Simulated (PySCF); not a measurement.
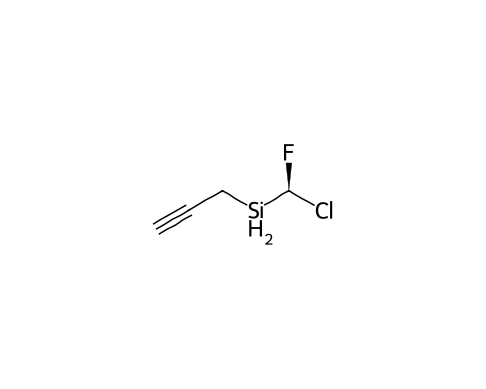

The geometry was computed by an optimisation with GFN2-xTB. No frequency run is at hand to confirm it as a minimum. Properties computed with B3LYP/def2-SVPD, gas phase (PySCF 2.14.0). Excitations: vertical, linear response.

**What is the dipole moment?**

2.18 D.

**Give the LUMO energy (Kohn–Sham orbital) at this level.**

−0.18 eV.

**Give the mean static polarisability at this level.**

88.2 bohr³.

**Give the HOMO energy (Kohn–Sham orbital) at this level.**

−7.54 eV.

The geometry is semi-empirical. Around Si such bond lengths and angles can be off by a tenth of an ångström or more and by several degrees, and values that hang on the shape move with them.
